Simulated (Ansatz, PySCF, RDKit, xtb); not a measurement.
**SnSiNH7: a search for the lowest isomer**

Given the formula SnSiNH7 and nothing else, which arrangement of the atoms is the most stable in the gas at 298.15 K, and what are its properties?

The funnel: GFN2-xTB relaxations, single points with a density functional, relaxations at B3LYP-D3(BJ)/def2-SVP, harmonic vibrations, and a last energy at a higher level. All values are calculated.

6 further runs of the same task are left out: 6 set aside as unsound or not needed.

## Step 1: Drawing up candidates

All bonding patterns within simple valence rules are listed by program: one Lewis structure each, at most two rings and one unusual centre or charged pair. O–O, O–halogen and N–halogen bonds and N–N–N chains are not drawn. That gives 7 candidates.

```csv
label,SMILES,spin
c047,[SiH3][NH][SnH3],singlet
c324,[NH2][SnH2][SiH3],singlet
c508,[NH3+][SiH-][SnH3],singlet
c547,[NH3+][SnH-][SiH3],singlet
c580,N[SiH2][SnH3],singlet
c699,[SiH2-][NH2+][SnH3],singlet
c878,[SiH3][NH2+][SnH2-],singlet
```

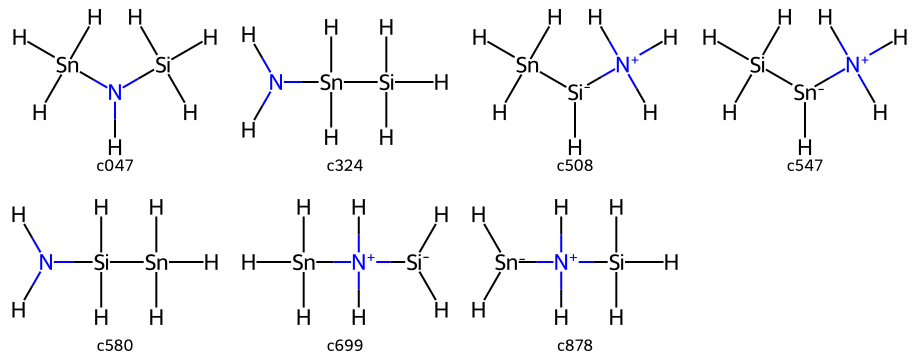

Structural formulas of the candidates.

Candidates are built by distance geometry, with a force field where one applies, in up to four conformers (letters a to d). 15 starts with atoms placed at random are added, to find patterns that the rules miss.

Q: Predict the outcome of this search (final energies at CCSD(T)/def2-TZVP).

| quantity | value |
| --- | --- |
| lowest structure found | N[SiH2][SnH3], singlet, Cs |
| next finalist | [SiH3][NH2][SnH2] ‡, singlet, 4.1 kcal/mol higher in G |
| share at equilibrium, among the finalists | 99.9 % |
| harmonic wavenumbers, lowest and highest (B3LYP-D3(BJ)/def2-SVP) | 71 and 3643 cm⁻¹ |
| rotational constants, same geometry | 0.4417, 0.0546, 0.05101 cm⁻¹ |
| dipole moment (PBE0/def2-TZVPD) | 1.30 D |
| HOMO energy (PBE0/def2-TZVPD) | -6.92 eV |
| LUMO energy (PBE0/def2-TZVPD) | -0.52 eV |
| HOMO–LUMO gap (PBE0/def2-TZVPD) | 6.40 eV |
| lowest excitation (TD-PBE0/def2-SVPD) | 5.34 eV (f = 0.020) |
| strongest of the states computed, same level | 6.37 eV (f = 0.322) |
| lowest triplet excitation, same level, Tamm-Dancoff | 4.82 eV |
| vertical ionisation energy | 8.75 eV |
| vertical electron affinity | -0.74 eV (unbound: the value depends on the basis) |
| vertical triplet less singlet | +4.66 eV |

`N[SiH2][SnH3]` comes out lowest. Among the finalists first place is clear (4.1 kcal/mol); structures outside the list aren't covered. HF/def2-TZVP and MP2/def2-TZVP already put its bonding pattern lowest among the structures in one piece; B3LYP-D3(BJ)/def2-SVP favours the singlet [NH3][SnH][SiH3] ‡. Spin-orbit coupling, which matters for elements this heavy, is left out. The search is not exhaustive (a finite list of starts, one conformer a finalist), so a lower isomer can't be ruled out. Patterns outside the rules of the enumeration were met only by chance. The lowest isomer need not be the one that is made and kept in a bottle, which depends on barriers.

‡ marks the bonded skeleton alone, with all bonds drawn single: no Lewis structure was assigned that passes a check against the bond lengths.
